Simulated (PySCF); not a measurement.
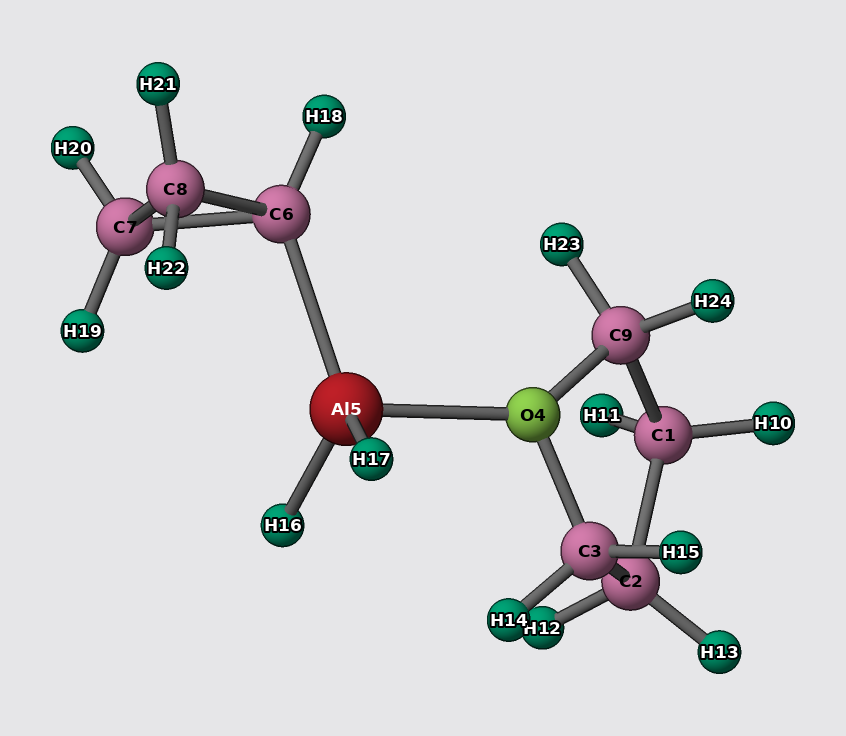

The questions are on isotropic NMR shieldings of the H atoms. The geometry was computed by an optimisation with GFN2-xTB. No frequency run is at hand to confirm it as a minimum. Method: GIAO PBE0/pcSseg-1 NMR shielding, non-relativistic, gas phase (PySCF 2.14.0).

List the isotropic NMR shieldings of the H atoms.

| atom | σ (ppm) |
| --- | --- |
| H10 | 29.74 |
| H11 | 29.48 |
| H12 | 29.49 |
| H13 | 29.85 |
| H14 | 26.91 |
| H15 | 28.10 |
| H16 | 27.96 |
| H17 | 27.82 |
| H18 | 32.69 |
| H19 | 31.74 |
| H20 | 31.11 |
| H21 | 31.06 |
| H22 | 31.65 |
| H23 | 26.81 |
| H24 | 27.85 |

The geometry is semi-empirical. Around Al such bond lengths and angles can be off by a tenth of an ångström or more and by several degrees, and values that hang on the shape move with them.
